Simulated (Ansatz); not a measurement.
**[AlH4]− (SMILES [H][Al-]([H])([H])[H]) at 6 levels**

We compute a comparison of 6 runs (HF/3-21G, UB3LYP/6-31G, r2SCAN/3-21G, revPBE/6-31G, BCCD(T)/6-31G, CCSD(T)/3-21G) of [AlH4]−. 

The results are computed with Ansatz 0.2.0.

6 further runs of the same task are left out: 6 that didn't finish.

### 1 The molecule

[AlH4]−: 5 atoms, total charge -1, spin state singlet. As SMILES, `[H][Al-]([H])([H])[H]`. The H2–Al1 distance was set to 2.441 Å, away from the relaxed value. At this shape a bond of the SMILES string is far longer than usual.

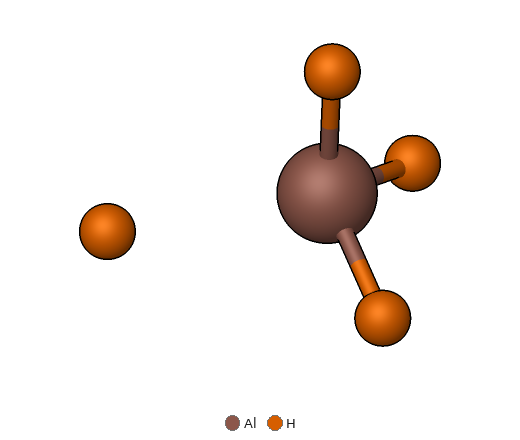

Viewed from a chosen angle; aluminium brown, hydrogen orange.

### 2 A single-point energy at HF/3-21G (run 1)

job.yaml reads:

```yaml
crystal:
  periodic: [false, false, false]
  atoms:
    - symbol: Al
      position_ang: [-0.008605, 0.008040, -0.813582]
    - symbol: H
      position_ang: [0.012860, -0.019320, 1.627070]
    - symbol: H
      position_ang: [1.522885, 0.022120, -1.366452]
    - symbol: H
      position_ang: [-0.781065, 1.343240, -1.333712]
    - symbol: H
      position_ang: [-0.774695, -1.317600, -1.367622]
basis:
  gaussian: {orbitals: 3-21G.json}
total_charge: -1
accuracy: high
hamiltonian: {xc: hf}
```

The basis set 3-21G is read from a file made from the Basis Set Exchange's data (not shown).

On the command line:

```sh
$ ansatz run job.yaml --threads 1 --pin off --max-ram 2610MiB --events-out events.jsonl --progress --plain --runs-dir runs
```

Output:

```text
Warning: RAYON_NUM_THREADS=1 ignored (pool sized by the plan → 1); use --threads N
Functional definition: HF
  name "HF"
  exchange = exact_x
  correlation = 0
421 factors; integrals over basis functions are off by at most 2.4e-9 eV
mean field evaluation 1: about -6607.1259 eV, gradient 9.0e0 eV
mean field evaluation 2: about -6607.1274 eV, gradient 9.0e0 eV
mean field evaluation 4: about -6607.6745 eV, gradient 4.1e-1 eV
mean field evaluation 8: about -6607.6762 eV, gradient 5.7e-5 eV
mean field -6607.67621942 eV, -242.8276222198 hartree, gradient 8.3e-9 eV, S^2 0.000000; 0 other end points of the search recorded, 0 dependent functions left out
reference -6607.67621942 eV, -242.8276222198 hartree; 9, 9 occupied and 12, 12 virtual orbitals, 421 factors
Total energy: -6607.67621942 eV, -242.8276222198 hartree
```

Wall time 0.12 s (1 thread of Arm Neoverse V1, shared host).

### 3 The energy at UB3LYP/6-31G (run 2)

input.yaml reads:

```yaml
crystal:
  periodic: [false, false, false]
  atoms:
    - {symbol: Al, position_ang: [-0.008605, 0.008040, -0.813582]}
    - {symbol: H, position_ang: [0.012860, -0.019320, 1.627070]}
    - {symbol: H, position_ang: [1.522885, 0.022120, -1.366452]}
    - {symbol: H, position_ang: [-0.781065, 1.343240, -1.333712]}
    - {symbol: H, position_ang: [-0.774695, -1.317600, -1.367622]}
basis:
  gaussian: {orbitals: 6-31G}
total_charge: -1
magnetization: {spin_polarized: true}
hamiltonian: {xc: {name: B3LYP}}
accuracy: high
```

On the command line:

```sh
$ ansatz run input.yaml --threads 1 --pin off --max-ram 2610MiB --events-out events.jsonl --progress --plain --runs-dir runs
```

Output:

```text
Warning: RAYON_NUM_THREADS=1 ignored (pool sized by the plan → 1); use --threads N
Functional definition: B3LYP
  name "B3LYP"
  parameter a0 = 0.2
  parameter ax = 0.72
  parameter ac = 0.81
  exchange = (1 - a0 - ax)*slater_x + ax*b88_x + a0*exact_x
  correlation = (1 - ac)*vwn_rpa_c + ac*lyp_c
480 factors; integrals over basis functions are off by at most 2.9e-9 eV
mean field evaluation 1: about -6660.2726 eV, gradient 8.0e0 eV
mean field evaluation 2: about -6660.3032 eV, gradient 7.1e0 eV
mean field evaluation 4: about -6660.9826 eV, gradient 1.2e-1 eV
mean field evaluation 8: about -6661.0096 eV, gradient 4.5e-3 eV
mean field evaluation 16: about -6661.0096 eV, gradient 2.7e-8 eV
mean field -6661.00961721 eV, -244.7875884379 hartree, gradient 2.7e-8 eV, S^2 0.000000; 0 other end points of the search recorded, 0 dependent functions left out
reference -6661.00965622 eV, -244.7875898714 hartree; 9, 9 occupied and 12, 12 virtual orbitals, 480 factors
Total energy: -6661.00965622 eV, -244.7875898714 hartree
```

Run time: 2.1 s. Hardware: 1 thread of Arm Neoverse V1, shared host; peak memory 0.12 GiB.

Runs 3 to 5 aren't shown in full; the table further down has their settings and results.

### 4 A single-point energy at CCSD(T)/3-21G (run 6)

molecule.yaml reads:

```yaml
crystal:
  periodic: [false, false, false]
  atoms:
    - symbol: Al
      position_ang: [-0.008605, 0.008040, -0.813582]
    - symbol: H
      position_ang: [0.012860, -0.019320, 1.627070]
    - symbol: H
      position_ang: [1.522885, 0.022120, -1.366452]
    - symbol: H
      position_ang: [-0.781065, 1.343240, -1.333712]
    - symbol: H
      position_ang: [-0.774695, -1.317600, -1.367622]
basis:
  gaussian:
    orbitals: 3-21G.json
total_charge: -1
correlation:
  method: ccsd_t
  frozen_orbitals: {Al: 5, H: 0}
accuracy: high
scf:
  omitted_lower_state_checks: [cluster_reference, increment]
```

The basis set 3-21G is read from a file made from the Basis Set Exchange's data (not shown).

On the command line:

```sh
$ ansatz run molecule.yaml --threads 1 --pin off --max-ram 2610MiB --events-out events.jsonl --progress --plain --runs-dir runs
```

Output (excerpt; [...] marks lines left out):

```text
Warning: RAYON_NUM_THREADS=1 ignored (pool sized by the plan → 1); use --threads N
[... 2 set-up lines as earlier in the session ...]
[...]
421 factors; integrals over basis functions are off by at most 2.4e-9 eV
[...]
mean field -6607.67621942 eV, -242.8276222198 hartree, gradient 8.3e-9 eV, S^2 0.000000; 0 other end points of the search recorded, 0 dependent functions left out
5 core orbitals not correlated: weight in the atoms' cores, before any rotation towards them, 1.000 or more for the frozen orbitals, at most 0.000 for the correlated occupied ones
reference -6607.67621942 eV, -242.8276222198 hartree; 4, 4 occupied and 12, 12 virtual orbitals, 421 factors
second order -1.53744692 eV of doubles, -0.00000000 eV of singles
cycle   1  -1.96240684 eV  change   -4.2e-1 eV  update   6.9e-2
[...]
cycle  21  -2.24723221 eV  change  -7.6e-11 eV  update  9.6e-11
perturbative correction -0.03287829 eV, -0.0012082550 hartree
Total energy: -6609.95632992 eV, -242.9114147352 hartree
Checks for a lower state left out: cluster_reference, increment
```

It took 0.18 s on 1 thread of Arm Neoverse V1, shared host.

### 5 The series

```tsv
run	level	frozen core orbitals	energy (Eh)	wall time
1	HF/3-21G	–	-242.827622	0.12 s
2	UB3LYP/6-31G	–	-244.787590	2.1 s
3	r2SCAN/3-21G	–	-243.381234	2 s
4	revPBE/6-31G	–	-244.706441	0.97 s
5	BCCD(T)/6-31G	5	-244.221150	0.28 s
6	CCSD(T)/3-21G	5	-242.911415	0.18 s
```

### 6 Summary of results

```
                                          quantity          value
                               run 6: total energy  -242.91141 Eh
run 6: correlation energy (5 core orbitals frozen)      -83.8 mEh
                             run 6: (T) correction      -1.21 mEh
                              run 6: T1 diagnostic          0.021
```

**Reading.** Totals of different functionals can't be ranked against each other. All runs together took 5.7 s, the longest 2.1 s.
